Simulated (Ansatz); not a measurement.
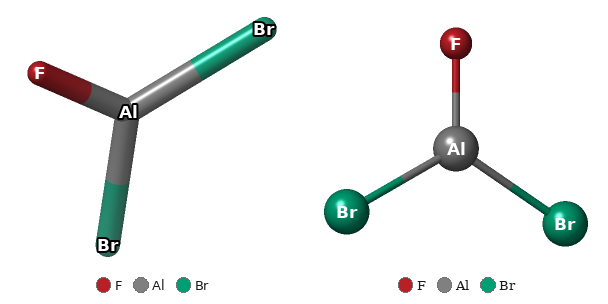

Two views of one molecule.

Computed geometry: PBE0-D4/def2-TZVP optimisation.

Give the formula.

AlBr₂F, 4 atoms: 1 aluminium, 2 bromine and 1 fluorine.

Count the bonded pairs by element.

2 Al–Br, 1 Al–F.

The parts below concern this one geometry. Atoms keep their numbers from picture to picture.

### Geometry

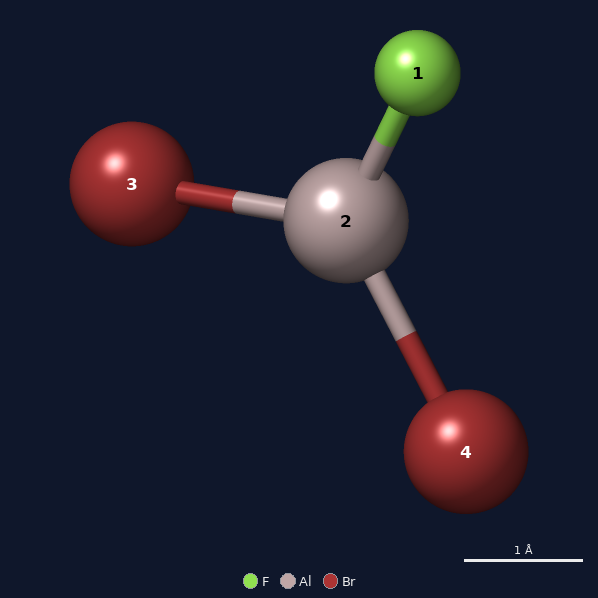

The atoms are numbered.

What are the angles F1–Al2–Br3, Br3–Al2–Br4?

```
      angle  degrees
 F1–Al2–Br3    119.0
Br3–Al2–Br4    122.1
```

### Vibrations

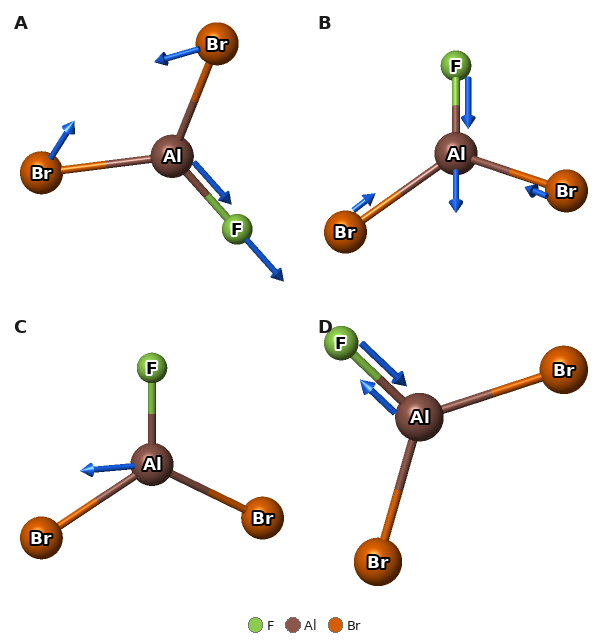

4 normal modes of one molecule or complex, as arrows. Harmonic vibrations computed with RKS PBE0-D4/def2-TZVP (Ansatz 0.2.0) at a stationary point of the same level.

Match the panels to the wavenumbers 101 cm⁻¹, 311 cm⁻¹, 528 cm⁻¹, 880 cm⁻¹.

A: 101 cm⁻¹, Br–Al–Br bending
B: 311 cm⁻¹
C: 528 cm⁻¹
D: 880 cm⁻¹, Al–F stretching

### Electronic properties

Properties computed with RKS r2SCAN-D4/def2-TZVPP (Ansatz 0.2.0).

Computed properties:

- dipole moment: 0.58 D
- HOMO energy (Kohn–Sham orbital): −7.95 eV
- LUMO energy (Kohn–Sham orbital): −1.90 eV
- HOMO–LUMO gap: 6.05 eV

### Charges

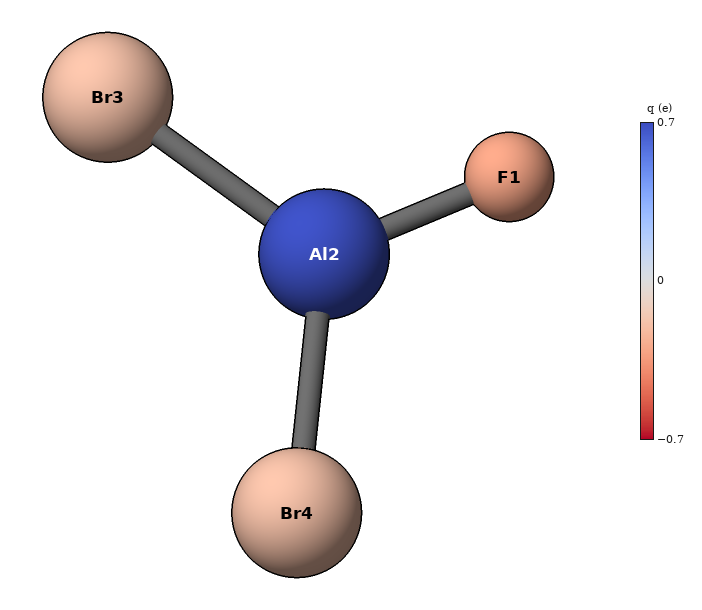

Atoms are coloured by their Mulliken charges. Method: RKS PBE0-D4/def2-TZVP (Ansatz 0.2.0).

Give the Mulliken charges atom by atom.

| atom | value (e) |
| --- | --- |
| F1 | −0.31 |
| Al2 | 0.68 |
| Br3 | −0.19 |
| Br4 | −0.19 |

Mulliken values depend strongly on the basis set and can even reverse the polarity of a bond.
